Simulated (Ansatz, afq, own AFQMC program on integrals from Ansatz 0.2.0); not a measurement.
**HBr₂ (doublet): AFQMC on the coupled-cluster ladder at distance Br1–H2 along a hydrogen transfer = 1.621 Å, cc-pVTZ**

How near does AFQMC come to the top of the ladder for HBr₂ (doublet)?

Method: cc-pVTZ, frozen cores; program: Ansatz 0.2.0, Gaussian basis, and an in-house AFQMC program (afq) on its integrals; all values are calculated.

The runs, in order: CCSD(T) on UHF; PBE (unrestricted); CCSDT(Q) on UHF; r2SCAN (unrestricted); PBE0 (unrestricted); B3LYP (unrestricted); wB97M-V (unrestricted); B2PLYP (unrestricted); Phaseless AFQMC, CISD trial on UHF.

### Step 1. What is computed

The geometry derives from fragments relaxed apart (PBE0/def2-TZVP) and kept rigid, so it is no stationary point. A hydrogen atom is moved between rigid fragments. No spin-orbit coupling is included. The filled d shell of Br may be among the frozen orbitals whatever the setting's name suggests; the logs give the count.

3 atoms, charge 0, spin multiplicity 2.

Atoms are counted from 1 here; the program's logs count them from 0.

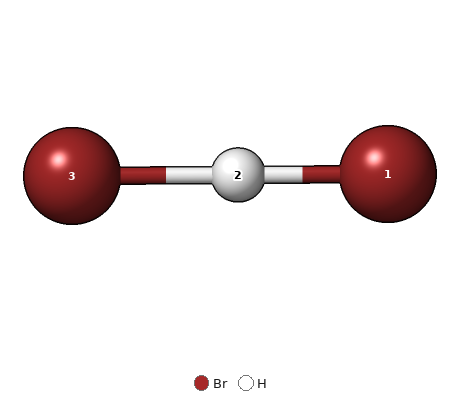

The geometry (bromine red, hydrogen white); atoms are numbered from 1 in the order of the file.

### Step 2. CCSD(T) on UHF

in.yaml

```yaml
crystal:
  periodic: [false, false, false]
  atoms:
    - {symbol: Br, position_ang: [0.000000, 0.000000, -1.680000]}
    - {symbol: H, position_ang: [0.000000, 0.000000, -0.059000]}
    - {symbol: Br, position_ang: [0.000000, 0.000000, 1.739000]}
basis:
  gaussian: {orbitals: cc-pVTZ}
magnetization: {spin_polarized: true, initial_magnetization: 1}
correlation: {method: ccsd_t, electrons: outside_noble_gas, hamiltonian_folder: ham}
```

Launch:

```
$ ansatz run in.yaml --threads 1 --pin off --events-out ev --progress --plain --max-ram 24576MiB --backend cuda --devices 0, --max-vram 18GiB
```

The log of the run, shortened:

```text
Functional definition: HF
  name "HF"
  cite "Fock, Z. Phys. 61, 126 (1930) doi:10.1007/BF01340294"
  parent pbe
[...]
633 factors; integrals over basis functions are off by at most 1.3e-3 eV
[...]
mean field -140015.16032709 eV, -5145.4622363362 hartree, gradient 3.6e-6 eV, S^2 0.815159; 11 other end points of the search recorded, 0 dependent functions left out
determinant -140015.16032709 eV, -5145.4622363362 hartree, with singles and doubles -140024.93687690 eV, -5145.8215179150 hartree
determinant -140014.95578590 eV, -5145.4547195860 hartree, with singles and doubles -140024.63951592 eV, -5145.8105901004 hartree
determinant -140014.23444318 eV, -5145.4282107300 hartree, with singles and doubles -140023.96911161 eV, -5145.7859531965 hartree
determinant -140013.93510269 eV, -5145.4172101701 hartree, with singles and doubles -140024.28674431 eV, -5145.7976259829 hartree
determinant -140013.39527571 eV, -5145.3973718943 hartree, with singles and doubles -140023.77113855 eV, -5145.7786778207 hartree
determinant -140008.87280991 eV, -5145.2311743417 hartree, with singles and doubles -140018.12908702 eV, -5145.5713362513 hartree
determinant -140015.16032709 eV, -5145.4622363362 hartree, with singles and doubles -140024.93739989 eV, -5145.8215371345 hartree
determinant -140014.95578590 eV, -5145.4547195860 hartree, with singles and doubles -140024.64480081 eV, -5145.8107843166 hartree
28 core orbitals not correlated: weight in the atoms' cores, before any rotation towards them, 1.000 or more for the frozen orbitals, at most 0.000 for the correlated occupied ones
reference -140015.16032709 eV, -5145.4622363362 hartree; 8, 7 occupied and 64, 65 virtual orbitals, 633 factors
second order -8.71623473 eV of doubles, -0.00000000 eV of singles
cycle   1  -9.77706323 eV  change    9.6e-6 eV  update   2.8e-6
perturbative correction -0.36748736 eV, -0.0135049112 hartree
Total energy: -140025.30487768 eV, -5145.8350416941 hartree
```

Wall time 6.5 s (1 × NVIDIA H100 80GB HBM3 with 1 thread of AMD EPYC 7R13 (Zen 3), shared host); peak host memory 1.7 GiB.

From the report: ⟨S²⟩ of the determinant 0.815 (pure doublet: 0.75); correlation -10.1446 eV; T1 0.015; largest double amplitude 0.07.

This run also writes the integrals to the folder ham.

### Step 3. PBE (unrestricted)

Edit in.yaml of step 2 so:

```diff
@@ -9,2 +9,3 @@
 magnetization: {spin_polarized: true, initial_magnetization: 1}
-correlation: {method: ccsd_t, electrons: outside_noble_gas, hamiltonian_folder: ham}
+hamiltonian: {xc: {name: PBE}}
+output: {orbitals: {seedname: orbitals}}
```

Launch:

```
$ ansatz run in.yaml --threads 1 --pin off --events-out ev --progress --plain --max-ram 8192MiB --backend cpu
```

The log of the run:

```text
Functional definition: PBE
  name "PBE"
  cite "Perdew, Burke & Ernzerhof, Phys. Rev. Lett. 77, 3865 (1996) doi:10.1103/PhysRevLett.77.3865"
  parent pbe
  parameter kappa = 0.804
  parameter beta = 0.06672455060314922
  exchange = pbe_x(kappa = kappa, mu = beta*pi^2/3)
  correlation = pbe_c(beta = beta)
808 factors; their error is unknown
mean field evaluation 1: about -140089.0534 eV, gradient 8.3e0 eV
mean field evaluation 2: about -140086.4142 eV, gradient 1.7e1 eV
mean field evaluation 4: about -140088.7556 eV, gradient 7.3e0 eV
mean field evaluation 8: about -140089.2873 eV, gradient 2.6e-5 eV
mean field evaluation 16: about -140089.2873 eV, gradient 4.0e-5 eV
mean field evaluation 32: about -140089.0162 eV, gradient 5.1e0 eV
mean field evaluation 64: about -140089.2276 eV, gradient 1.2e0 eV
mean field -140089.28728344 eV, -5148.1863517370 hartree, gradient 3.4e-6 eV, S^2 0.751521; 12 other end points of the search recorded, 0 dependent functions left out
reference -140089.28731312 eV, -5148.1863528276 hartree; 36, 35 occupied and 64, 65 virtual orbitals, 808 factors
Total energy: -140089.28731312 eV, -5148.1863528276 hartree
```

Wall time 17 s (1 thread of AMD EPYC 7R13 (Zen 3), shared host); peak memory 1.7 GiB.

From the report: ⟨S²⟩ of the determinant 0.752 (pure doublet: 0.75).

### Step 4. CCSDT(Q) on UHF

Edit in.yaml of step 3 so:

```diff
@@ -9,3 +9,2 @@
 magnetization: {spin_polarized: true, initial_magnetization: 1}
-hamiltonian: {xc: {name: PBE}}
-output: {orbitals: {seedname: orbitals}}
+correlation: {method: ccsdt_q, electrons: outside_noble_gas}
```

Launch:

```
$ ansatz run in.yaml --threads 1 --pin off --events-out ev --progress --plain --max-ram 24576MiB --backend cuda --devices 0, --max-vram 18GiB
```

The log of the run, shortened:

```text
Functional definition: HF
  name "HF"
  cite "Fock, Z. Phys. 61, 126 (1930) doi:10.1007/BF01340294"
  parent pbe
[...]
1080 factors; integrals over basis functions are off by at most 2.0e-7 eV
[...]
mean field -140015.16040663 eV, -5145.4622392592 hartree, gradient 6.5e-6 eV, S^2 0.815159; 11 other end points of the search recorded, 0 dependent functions left out
determinant -140015.16040663 eV, -5145.4622392592 hartree, with singles and doubles -140024.93695835 eV, -5145.8215209082 hartree
determinant -140014.95585047 eV, -5145.4547219590 hartree, with singles and doubles -140024.63958213 eV, -5145.8105925337 hartree
determinant -140014.23450605 eV, -5145.4282130405 hartree, with singles and doubles -140023.96917448 eV, -5145.7859555071 hartree
determinant -140013.93516987 eV, -5145.4172126390 hartree, with singles and doubles -140024.28678064 eV, -5145.7976273182 hartree
[...]
determinant -140008.87289605 eV, -5145.2311775072 hartree, with singles and doubles -140018.12915696 eV, -5145.5713388217 hartree
determinant -140015.16040663 eV, -5145.4622392592 hartree, with singles and doubles -140024.93748112 eV, -5145.8215401195 hartree
determinant -140014.95585047 eV, -5145.4547219590 hartree, with singles and doubles -140024.64486667 eV, -5145.8107867369 hartree
28 core orbitals not correlated: weight in the atoms' cores, before any rotation towards them, 1.000 or more for the frozen orbitals, at most 0.000 for the correlated occupied ones
reference -140015.16040663 eV, -5145.4622392592 hartree; 8, 7 occupied and 64, 65 virtual orbitals, 1080 factors
second order -8.71628663 eV of doubles, -0.00000000 eV of singles
cycle   1  -9.46714526 eV  change   -7.5e-1 eV  update   8.2e-2
[...]
cycle  17  -10.17790091 eV  change   -1.5e-7 eV  update   2.2e-7
perturbative correction -0.01599111 eV, -0.0005876623 hartree
Total energy: -140025.35429865 eV, -5145.8368578812 hartree
```

Run time: 47 s. Hardware: 1 × NVIDIA H100 80GB HBM3 with 1 thread of AMD EPYC 7R13 (Zen 3), shared host; peak host memory 1.7 GiB.

From the report: ⟨S²⟩ of the determinant 0.815 (pure doublet: 0.75); correlation -10.1939 eV; T1 0.017; largest double amplitude 0.09.

### Step 5. r2SCAN (unrestricted)

Edit in.yaml of step 4 so:

```diff
@@ -9,2 +9,2 @@
 magnetization: {spin_polarized: true, initial_magnetization: 1}
-correlation: {method: ccsdt_q, electrons: outside_noble_gas}
+hamiltonian: {xc: {name: r2SCAN}}
```

Launch:

```
$ ansatz run in.yaml --threads 1 --pin off --events-out ev --progress --plain --max-ram 8192MiB --backend cpu
```

The log of the run, shortened:

```text
Functional definition: r2SCAN
  name "r2SCAN"
  cite "Furness, Kaplan, Ning, Perdew & Sun, J. Phys. Chem. Lett. 11, 8208 (2020) doi:10.1021/acs.jpclett.0c02405"
  cite "Furness, Kaplan, Ning, Perdew & Sun, J. Phys. Chem. Lett. 11, 9248 (2020) doi:10.1021/acs.jpclett.0c03077"
  parent r2scan
[...]
808 factors; their error is unknown
[...]
mean field -140109.33907630 eV, -5148.9232415329 hartree, gradient 5.1e-6 eV, S^2 0.755009; 14 other end points of the search recorded, 0 dependent functions left out
reference -140109.33908527 eV, -5148.9232418627 hartree; 36, 35 occupied and 64, 65 virtual orbitals, 808 factors
Total energy: -140109.33908527 eV, -5148.9232418627 hartree
```

Run time: 51 s. Hardware: 1 thread of AMD EPYC 7R13 (Zen 3), shared host; peak memory 1.7 GiB.

From the report: ⟨S²⟩ of the determinant 0.755 (pure doublet: 0.75).

### Step 6. PBE0 (unrestricted)

Edit in.yaml of step 5 so:

```diff
@@ -9,2 +9,3 @@
 magnetization: {spin_polarized: true, initial_magnetization: 1}
-hamiltonian: {xc: {name: r2SCAN}}
+hamiltonian: {xc: {name: PBE0}}
+output: {orbitals: {seedname: orbitals}}
```

Launched as before.

The log of the run, shortened:

```text
Functional definition: PBE0
  name "PBE0"
  cite "Adamo & Barone, J. Chem. Phys. 110, 6158 (1999) doi:10.1063/1.478522"
  cite "Perdew, Burke & Ernzerhof, Phys. Rev. Lett. 77, 3865 (1996) doi:10.1103/PhysRevLett.77.3865"
  parent pbe
[...]
633 factors; integrals over basis functions are off by at most 1.3e-3 eV
[...]
mean field -140093.92519240 eV, -5148.3567917478 hartree, gradient 4.5e-6 eV, S^2 0.760719; 3 other end points of the search recorded, 0 dependent functions left out
reference -140093.92521456 eV, -5148.3567925620 hartree; 36, 35 occupied and 64, 65 virtual orbitals, 633 factors
Total energy: -140093.92521456 eV, -5148.3567925620 hartree
```

It took 17 s on 1 thread of AMD EPYC 7R13 (Zen 3), shared host; peak memory 1.7 GiB.

From the report: ⟨S²⟩ of the determinant 0.761 (pure doublet: 0.75).

### Step 7. B3LYP (unrestricted)

Edit in.yaml of step 6 so:

```diff
@@ -9,3 +9,2 @@
 magnetization: {spin_polarized: true, initial_magnetization: 1}
-hamiltonian: {xc: {name: PBE0}}
-output: {orbitals: {seedname: orbitals}}
+hamiltonian: {xc: {name: B3LYP}}
```

The command is unchanged.

The log of the run, shortened:

```text
Functional definition: B3LYP
  name "B3LYP"
  cite "Stephens, Devlin, Chabalowski & Frisch, J. Phys. Chem. 98, 11623 (1994) doi:10.1021/j100096a001"
  cite "Becke, Phys. Rev. A 38, 3098 (1988) doi:10.1103/PhysRevA.38.3098"
  cite "Lee, Yang & Parr, Phys. Rev. B 37, 785 (1988) doi:10.1103/PhysRevB.37.785"
  cite "Vosko, Wilk & Nusair, Can. J. Phys. 58, 1200 (1980) doi:10.1139/p80-159"
[...]
633 factors; integrals over basis functions are off by at most 1.3e-3 eV
[...]
mean field -140111.87880144 eV, -5149.0165747103 hartree, gradient 7.8e-6 eV, S^2 0.757724; 5 other end points of the search recorded, 0 dependent functions left out
reference -140111.87901146 eV, -5149.0165824286 hartree; 36, 35 occupied and 64, 65 virtual orbitals, 633 factors
Total energy: -140111.87901146 eV, -5149.0165824286 hartree
```

Wall time 18 s (1 thread of AMD EPYC 7R13 (Zen 3), shared host); peak memory 1.7 GiB.

From the report: ⟨S²⟩ of the determinant 0.758 (pure doublet: 0.75).

### Step 8. wB97M-V (unrestricted)

Edit in.yaml of step 7 so:

```diff
@@ -9,2 +9,3 @@
 magnetization: {spin_polarized: true, initial_magnetization: 1}
-hamiltonian: {xc: {name: B3LYP}}
+hamiltonian: {xc: {name: wB97M-V}}
+output: {orbitals: {seedname: orbitals}}
```

The command is unchanged.

The log of the run, shortened:

```text
Functional definition: wB97M-V
  name "wB97M-V"
  cite "Mardirossian & Head-Gordon, J. Chem. Phys. 144, 214110 (2016) doi:10.1063/1.4952647"
  cite "Becke, J. Chem. Phys. 107, 8554 (1997) doi:10.1063/1.475007"
  cite "Vydrov & Van Voorhis, J. Chem. Phys. 133, 244103 (2010) doi:10.1063/1.3521275"
  # Of w^i u^j: cxij and so on, Table III.
[...]
  gx(w, u) = 1 - cx + cx01*u + cx10*w
  gss(w, u) = css00 + css04*u^4 + css10*w + css20*w^2 + css43*w^4*u^3
  gos(w, u) = cos00 + cos10*w + (cos20 + cos21*u)*w^2 + (cos60 + cos61*u)*w^6
[...]
      + integral(e_c_pw_mod_opposite_spin*gos(b97_w_opposite, b97_u_opposite)) + vv10(b, c)
633 factors; integrals over basis functions are off by at most 1.3e-3 eV
123 factors; integrals over basis functions are off by at most 4.5e-5 eV
[...]
mean field -140102.09910065 eV, -5148.6571773353 hartree, gradient 1.7e-5 eV, S^2 0.763395; 2 other end points of the search recorded, 0 dependent functions left out
reference -140102.09913280 eV, -5148.6571785170 hartree; 36, 35 occupied and 64, 65 virtual orbitals, 633 factors
Total energy: -140102.09913280 eV, -5148.6571785170 hartree
```

It took 26 s on 1 thread of AMD EPYC 7R13 (Zen 3), shared host; peak memory 1.7 GiB.

From the report: ⟨S²⟩ of the determinant 0.763 (pure doublet: 0.75).

### Step 9. B2PLYP (unrestricted)

Edit in.yaml of step 8 so:

```diff
@@ -9,3 +9,3 @@
 magnetization: {spin_polarized: true, initial_magnetization: 1}
-hamiltonian: {xc: {name: wB97M-V}}
-output: {orbitals: {seedname: orbitals}}
+hamiltonian: {xc: {name: B2PLYP}}
+correlation: {electrons: outside_noble_gas}
```

Same command.

The log of the run, shortened:

```text
Functional definition: B2PLYP
  name "B2PLYP"
  cite "Grimme, J. Chem. Phys. 124, 034108 (2006) doi:10.1063/1.2148954"
  cite "Becke, Phys. Rev. A 38, 3098 (1988) doi:10.1103/PhysRevA.38.3098"
  cite "Lee, Yang & Parr, Phys. Rev. B 37, 785 (1988) doi:10.1103/PhysRevB.37.785"
[...]
633 factors; integrals over basis functions are off by at most 1.3e-3 eV
[...]
mean field -140084.45354214 eV, -5148.0087150208 hartree, gradient 3.6e-6 eV, S^2 0.774350; 6 other end points of the search recorded, 0 dependent functions left out
28 core orbitals not correlated: weight in the atoms' cores, before any rotation towards them, 1.000 or more for the frozen orbitals, at most 0.000 for the correlated occupied ones
reference -140084.45367625 eV, -5148.0087199492 hartree; 8, 7 occupied and 64, 65 virtual orbitals, 633 factors
second order -10.70487833 eV of doubles, -0.00000000 eV of singles
Total energy: -140087.34399340 eV, -5148.1149371453 hartree
```

Wall time 15 s (1 thread of AMD EPYC 7R13 (Zen 3), shared host); peak memory 1.7 GiB.

From the report: ⟨S²⟩ of the determinant 0.774 (pure doublet: 0.75).

### Step 10. Phaseless AFQMC, CISD trial on UHF

It reads the integrals that the CCSD(T) run on this determinant wrote.

Launch:

```
$ afq ham --method phaseless --trial cisd --walkers 2500 --populations 20 --least-time 60 --time-step 0.005 --steps-per-block 50 --equilibration-blocks 28 --max-blocks 4000 --target-error 0.00023 --factor-cut 1e-05 --start spin_pure --seed 576 --release-times 0.24,0.51,0.99,1.5 --release-step 0.03 --release-every 4 --taylor-order 6
```

The log of the run:

```text
orbitals 72  electrons 8 7  factors 509 of 633
reference energy -5145.46223634 Eh
CCSD correlation -0.35930027 Eh in 11 cycles, weight of the determinant in the CISD state 0.8506
energy of the start -5145.817273 Eh
 block  time / (1/Eh)  mean weight  energy / Eh
     1     0.250  1.0002  -5145.812810
     2     0.500  0.9999  -5145.818372
     3     0.750  1.0000  -5145.824000
     4     1.000  0.9998  -5145.827993
     5     1.250  0.9997  -5145.830427
     6     1.500  0.9999  -5145.831368
     7     1.750  0.9998  -5145.833261
     8     2.000  0.9999  -5145.834841
     9     2.250  1.0002  -5145.834527
    10     2.500  1.0003  -5145.835220
    11     2.750  1.0001  -5145.835765
    13     3.250  1.0005  -5145.837089
    15     3.750  0.9999  -5145.835517
    17     4.250  1.0002  -5145.836009
    19     4.750  0.9998  -5145.836236
    21     5.250  0.9995  -5145.835597
    23     5.750  1.0005  -5145.836209
    25     6.250  1.0002  -5145.836466
    27     6.750  0.9998  -5145.835866
    29     7.250  1.0006  -5145.836560
    31     7.750  1.0003  -5145.836950
    33     8.250  0.9998  -5145.837001
    35     8.750  1.0001  -5145.837143
    37     9.250  0.9998  -5145.837657
    39     9.750  1.0000  -5145.836301
    41    10.250  1.0003  -5145.836320
    43    10.750  1.0000  -5145.837201
    45    11.250  1.0003  -5145.835643
    47    11.750  0.9998  -5145.836007
    49    12.250  1.0002  -5145.836136
    51    12.750  1.0001  -5145.836686
    53    13.250  0.9997  -5145.835595
    55    13.750  1.0000  -5145.835444
    57    14.250  1.0000  -5145.836676
    59    14.750  0.9995  -5145.836156
    61    15.250  1.0002  -5145.836946
    63    15.750  1.0004  -5145.836967
    65    16.250  1.0000  -5145.836216
    67    16.750  1.0002  -5145.835253
    69    17.250  1.0002  -5145.834995
    71    17.750  1.0003  -5145.835591
    73    18.250  1.0001  -5145.836831
    75    18.750  0.9997  -5145.835748
    77    19.250  1.0001  -5145.836623
    79    19.750  1.0001  -5145.836854
    81    20.250  1.0000  -5145.836587
    83    20.750  0.9997  -5145.835591
    85    21.250  1.0001  -5145.835700
    87    21.750  0.9999  -5145.836051
    89    22.250  1.0002  -5145.836700
    91    22.750  1.0001  -5145.835135
    93    23.250  1.0005  -5145.835785
    95    23.750  1.0006  -5145.836424
    97    24.250  1.0002  -5145.836062
error from the spread of 20 populations
released: time / (1/Eh)  energy / Eh  error  mean overlap
  0.24  -5145.835859  0.000574  1.0012
  0.51  -5145.836577  0.000181  0.9991
  0.99  -5145.837050  0.000169  0.9903
  1.50  -5145.836288  0.000203  0.9994
energy -5145.836223 +/- 0.000187 Eh
```

Wall time 1.8 min (1 × NVIDIA H100 80GB HBM3 with 2 threads of AMD EPYC 7R13 (Zen 3), shared host); peak host memory 1.7 GiB.

Energy -140025.3370 ± 0.0051 eV. Caveats: constraint bias not in the error.

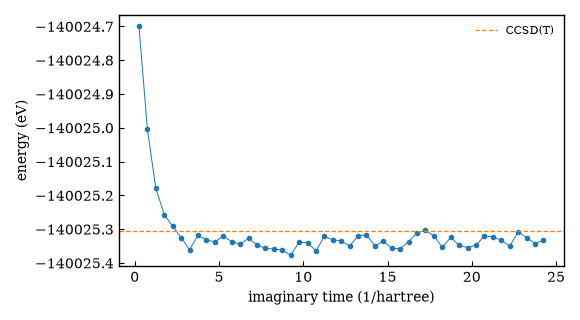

Block energies along the walk.

### Step 11. AFQMC on the ladder

On the UHF determinant, counted from CCSDT(Q) (a yardstick, not exact):

| level | energy (eV) | from CCSDT(Q) (kJ/mol) | statistical error (kJ/mol) | time |
| --- | --- | --- | --- | --- |
| HF | -140015.1603 | +983.6 |  |  |
| MP2 | -140023.8766 | +142.6 |  |  |
| CCSD | -140024.9374 | +40.2 |  |  |
| CCSD(T) | -140025.3049 | +4.8 |  |  |
| CCSDT(Q) | -140025.3543 | 0.0 |  |  |
| Phaseless AFQMC, CISD trial, step 0.005, 2500 walkers | -140025.3370 | +1.7 | 0.5 | 1.8 min |

The functionals' totals stand on their own zeros and serve differences with other points: PBE -140089.287 eV; r2SCAN -140109.339 eV; PBE0 -140093.925 eV; B3LYP -140111.879 eV; wB97M-V -140102.099 eV; B2PLYP -140087.344 eV.

### Step 12. Outcome

| quantity | value |
| --- | --- |
| CCSD(T) on UHF from CCSDT(Q) | +4.8 kJ/mol |
| Phaseless AFQMC, CISD trial on UHF from CCSDT(Q) | +1.7 ± 0.5 kJ/mol |

In words: On UHF the phaseless walk with the CISD trial lies +1.7 kJ/mol from CCSDT(Q), 3 times its error bar. Error bars are statistical and leave out the constraint, the time step and what remains of the start.
